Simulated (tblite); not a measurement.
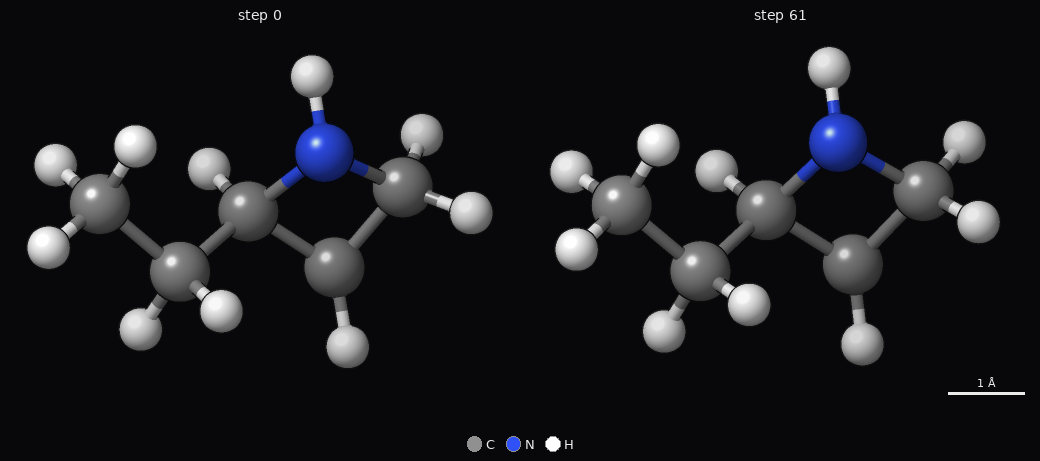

The structure of C5H10N (multiplicity 2) before (left) and after (right) a relaxation, at one scale.

A ball-and-stick model, seen at a tilt.

The calculation used GFN2-xTB geometry optimisation, gas phase (tblite). 

Question: What changed between the two?

Answer: Over 61 geometry steps the energy falls by 25.1 kJ/mol. The largest move after the best rigid fit is that of an H atom, 0.38 Å. By element the largest moves are H 0.38 Å, N 0.20 Å, C 0.14 Å. Some distances before and after: C–C 1.447 → 1.488 Å, C–C 1.468 → 1.492 Å, C–H 1.103 → 1.087 Å, C–C 1.517 → 1.533 Å. Among the angles between lasting bonds that change: C–C–H 114.7° → 108.4°, C–C–H 112.5° → 108.2°, C–C–N 85.4° → 89.1°.
